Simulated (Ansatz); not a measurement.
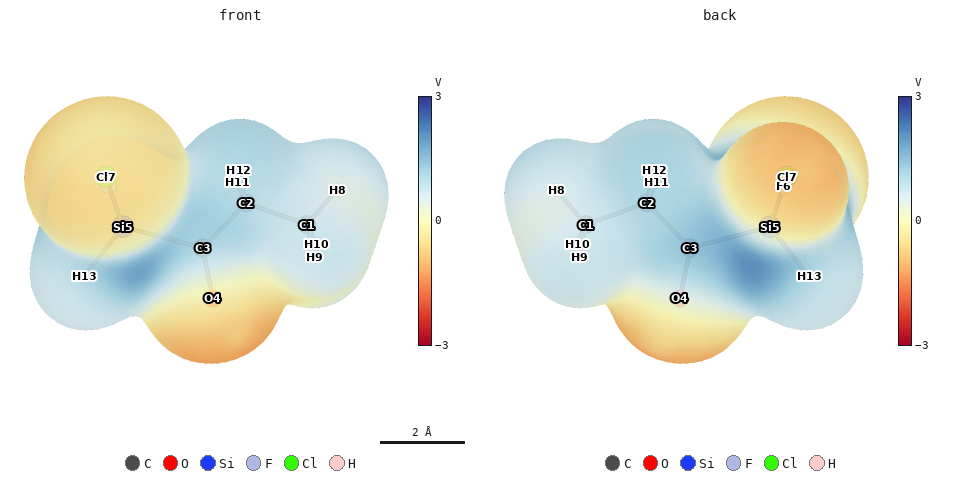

Figure. C3H6ClFOSi (SMILES CCC(=O)[SiH](F)Cl). The molecular electrostatic potential painted on the density surface at 0.002 e/bohr³, seen from the front and from behind; red is negative and blue positive.

Level of theory: Ansatz 0.2.0, RKS BLYP-D4/6-31G.

```yaml
atoms:
  - { symbol: C, position_ang: [0.4204, -1.4860, 1.4691] }
  - { symbol: C, position_ang: [-0.3993, -0.5964, 0.5135] }
  - { symbol: C, position_ang: [-1.8989, -0.7203, 0.6942] }
  - { symbol: O, position_ang: [-2.4627, -1.4495, 1.5404] }
  - { symbol: Si, position_ang: [-3.0848, 0.3594, -0.4531] }
  - { symbol: F, position_ang: [-2.6067, 0.2350, -2.0964] }
  - { symbol: Cl, position_ang: [-2.8643, 2.4702, 0.1561] }
  - { symbol: H, position_ang: [1.4984, -1.3522, 1.2897] }
  - { symbol: H, position_ang: [0.1724, -2.5495, 1.3262] }
  - { symbol: H, position_ang: [0.2074, -1.2341, 2.5197] }
  - { symbol: H, position_ang: [-0.1779, -0.8195, -0.5508] }
  - { symbol: H, position_ang: [-0.1474, 0.4777, 0.6351] }
  - { symbol: H, position_ang: [-4.5348, -0.0267, -0.3318] }
```

**Which sites attract a positive test charge, and which a negative one?**

A positive charge is drawn to the negative regions and a negative charge to the positive ones. The most negative region (about −1.2 V, or −28 kcal/mol for a unit charge) lies over O4, the most positive (about +2.0 V, or +46 kcal/mol for a unit charge) over Si5. O4 is the likeliest acceptor of a hydrogen bond.
